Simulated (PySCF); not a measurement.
SMILES B(SB(C)C)(O)O, GFN2-xTB optimised geometry. Atoms within 1.6 Å of the plane z = 0.0 Å (x, y, z in Å): B1 (-1.48, 0.73, 0.00), O2 (-2.07, 1.93, 0.00), O3 (-2.23, -0.39, 0.07), S4 (0.37, 0.73, 0.00), B5 (0.90, -0.62, -1.05), C7 (2.46, -0.87, -1.16), H8 (-3.03, 1.93, 0.07), H9 (-1.78, -1.23, 0.08), H12 (-0.31, -2.46, -1.35), H14 (2.71, -1.93, -1.20), H15 (3.03, -0.43, -0.34).

Calculation: PySCF with CAM-B3LYP/def2-TZVP. Cells within 0.4 Å of a nucleus heavier than hydrogen are left out (blank, or x).

Map of the electron localisation function on the plane z = 0.0 Å:

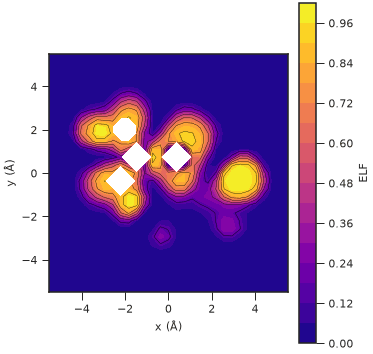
Electron localisation function on the plane z = 0.0 Å.
